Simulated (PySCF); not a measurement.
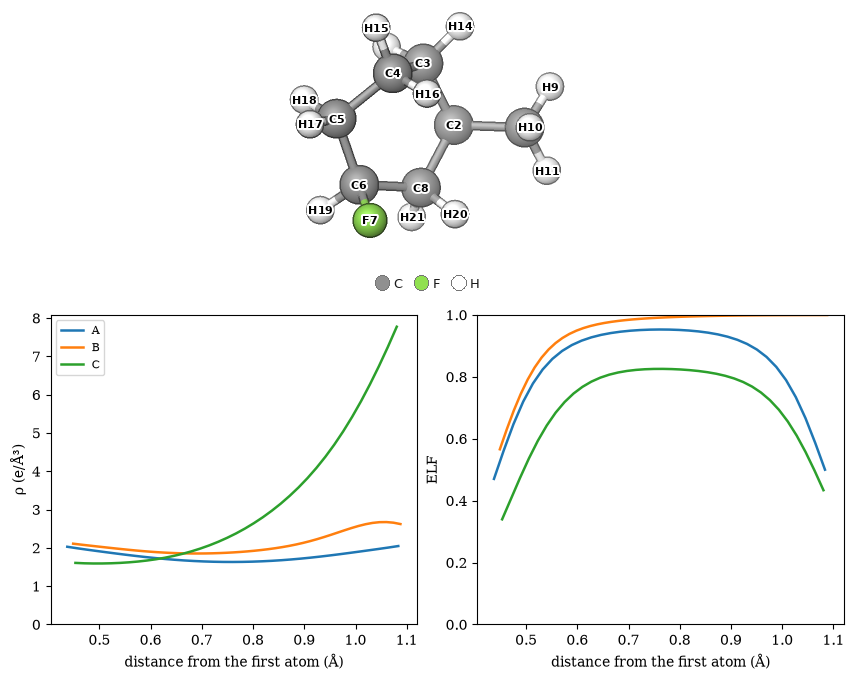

C₇H₁₃F. Total electron density and ELF along straight lines between neighbouring atoms. The curves leave out the atomic cores. The structure is drawn too.

Geometry: GFN2-xTB.

The calculation used PBE/pcSseg-1, SCF density, gas phase, non-relativistic in PySCF 2.14.0.

```xyz
21

C     2.2017    0.1535    0.5048
C     1.0595    0.0378   -0.5074
C     0.1845    1.2986   -0.4566
C    -0.9974    1.1382    0.4871
C    -1.9148    0.0717   -0.0905
C    -1.2275   -1.2893   -0.1092
F    -1.5180   -1.9212    1.0991
C     0.3038   -1.2922   -0.2660
H     2.8164    1.0249    0.2886
H     1.8083    0.2521    1.5141
H     2.8387   -0.7275    0.4669
H     1.5112   -0.0077   -1.5041
H    -0.2025    1.5199   -1.4545
H     0.8021    2.1451   -0.1520
H    -1.5356    2.0829    0.5803
H    -0.6593    0.8394    1.4801
H    -2.8282   -0.0245    0.4995
H    -2.1957    0.3466   -1.1089
H    -1.6944   -1.9323   -0.8664
H     0.6832   -1.7285    0.6604
H     0.5639   -1.9875   -1.0651
```

**Which curve belongs to which contact (C–C, C–F and C–H)? The first atom named is at distance zero.**

Curve A: C–C (1.52 Å): ρ at the midpoint is about 1.6 e/Å³; the ELF peaks at about 0.95 between the atoms; a shared electron pair. Curve B: C–H (1.09 Å): the density is about 2 e/Å³ at the midpoint; the ELF climbs to about 1 towards the hydrogen, as it does in any bond to H; a covalent bond by its length. Curve C: C–F (1.39 Å): ρ at the midpoint is about 2 e/Å³, with its minimum of 1.6 e/Å³ about 0.5 Å from C; the ELF peaks at about 0.85 between the atoms: a shared but strongly polarised pair.
